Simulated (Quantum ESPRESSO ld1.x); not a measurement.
**Atomic calculation, with input and output: Br³⁺**

Br³⁺, configuration typed as [Ar] 3d10 4s2 4p2. Computed at this level: radial all-electron Kohn-Sham run of Quantum ESPRESSO ld1.x with rel=1, dft='PW' as typed.

What the run reported:

- outcome: converged
- total energy: −2600.5481 hartree
- kinetic energy: 2656.0363 hartree
- electron–nucleus energy: −6229.7483 hartree
- Hartree energy: 1060.7604 hartree
- exchange–correlation energy: −87.596496 hartree
- SCF iterations: 33
- hardware: 1 CPU thread, shared host
- wall time: 0.62 s

What is odd here:

This input holds a deliberate oddity: atom and zed both given. The program ran to the end, and its total energy equals that of the same run with the usual input (−2600.54810 hartree) within 10⁻⁵ hartree, so the oddity leaves no trace in it.

Input:
```
 &input
    zed=35.0,
    iswitch=1,
    rel=1,
    dft='PW',
    config='[Ar] 3d10 4s2 4p2',
    atom='Br',
    prefix='ld1',
    max_out_wfc=37,
    file_charge='ld1.rho',
 /
```

Launched with:
```bash
OMP_NUM_THREADS=1 ld1.x < ld1.in > ld1.out
```

Output:
```
     Program LD1 v.7.5 starts

     --------------------------- All-electron run ----------------------------

     scalar relativistic calculation

     atomic number is 35.00
     dft =PW   lsd =0 sic =0 latt =0  beta=0.20 tr2=1.0E-14
     Exchange-correlation= PW
                           (   1   4   0   0   0   0   0)
     mesh =2021 r(mesh) =  99.94819 a.u. xmin = -8.00 dx = 0.00800
     1 Ry =  13.60569312 eV, c = 137.03599908

     n l     nl                  e(Ry)          e(Ha)          e(eV)
     1 0     1S 1( 2.00)      -980.1305      -490.0653    -13335.3549
     2 0     2S 1( 2.00)      -130.0493       -65.0247     -1769.4112
     2 1     2P 1( 6.00)      -115.1573       -57.5787     -1566.7951
     3 0     3S 1( 2.00)       -20.2622       -10.1311      -275.6812
     3 1     3P 1( 6.00)       -15.5578        -7.7789      -211.6751
     3 2     3D 1(10.00)        -7.7441        -3.8721      -105.3642
     4 0     4S 1( 2.00)        -4.0056        -2.0028       -54.4986
     4 1     4P 1( 2.00)        -2.9519        -1.4759       -40.1626

     final scf error:  3.2E-15 reached in  33 iterations

     Etot =   -5201.096206 Ry,   -2600.548103 Ha,  -70764.518876 eV

     Ekin =    5312.072559 Ry,    2656.036279 Ha,   72274.429079 eV
     Encl =  -12459.496586 Ry,   -6229.748293 Ha, -169520.087022 eV
     Eh   =    2121.520814 Ry,    1060.760407 Ha,   28864.761155 eV
     Exc  =    -175.192992 Ry,     -87.596496 Ha,   -2383.622088 eV

     normalization and overlap integrals

     s(1S/1S) =  1.000000  <r> =   0.0428  <r2> =    0.0025  r(max) =   0.0279
     s(1S/2S) = -0.006052
     s(1S/3S) = -0.002336
     s(1S/4S) = -0.000848
     s(2S/2S) =  1.000000  <r> =   0.1898  <r2> =    0.0425  r(max) =   0.1596
     s(2S/3S) = -0.001383
     s(2S/4S) = -0.000489
     s(2P/2P) =  1.000000  <r> =   0.1656  <r2> =    0.0335  r(max) =   0.1275
     s(2P/3P) = -0.001121
     s(2P/4P) = -0.000357
     s(3S/3S) =  1.000000  <r> =   0.5522  <r2> =    0.3509  r(max) =   0.4851
     s(3S/4S) = -0.000297
     s(3P/3P) =  1.000000  <r> =   0.5642  <r2> =    0.3731  r(max) =   0.4813
     s(3P/4P) = -0.000233
     s(3D/3D) =  1.000000  <r> =   0.5876  <r2> =    0.4273  r(max) =   0.4303
     s(4S/4S) =  1.000000  <r> =   1.5440  <r2> =    2.6976  r(max) =   1.3616
     s(4P/4P) =  1.000000  <r> =   1.7601  <r2> =    3.5270  r(max) =   1.5352

     ------------------------ End of All-electron run ------------------------
```

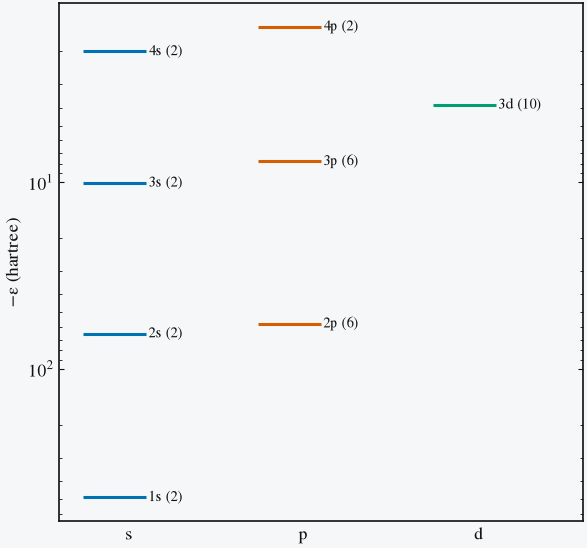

**Figure 1.** All occupied levels, on a logarithmic scale of binding energy, are drawn (occupations in brackets). They are the filled levels of this odd run. The highest occupied level is 4p at −1.48 hartree. The highest 3 occupied levels, from the top down, are 4p (−1.48 hartree), 4s (−2.00 hartree), 3d (−3.87 hartree).
